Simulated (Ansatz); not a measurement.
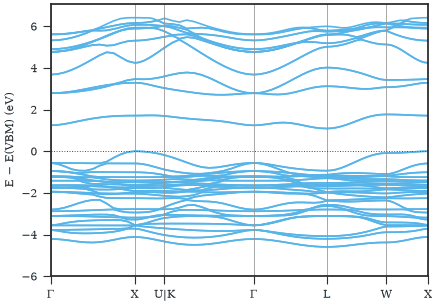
Fig. 1. Band structure from plane-wave PAW PBE with spin–orbit coupling (Ansatz code)

Read off the gap and where the band edges lie.

About 1.1 eV (1.09 eV by a search for the band edges); maximum at X, minimum at L.

The material is Cs2AgBiBr6 in space group Fm-3m (No. 225; Bi on 4a, Ag on 4b, Cs on 8c, Br on 24e).

The cell was relaxed with PBE under the symmetry of its start; phonons show weakly imaginary modes. The run is not spin-polarised.

Potentials: the later of the program's two PAW sets.
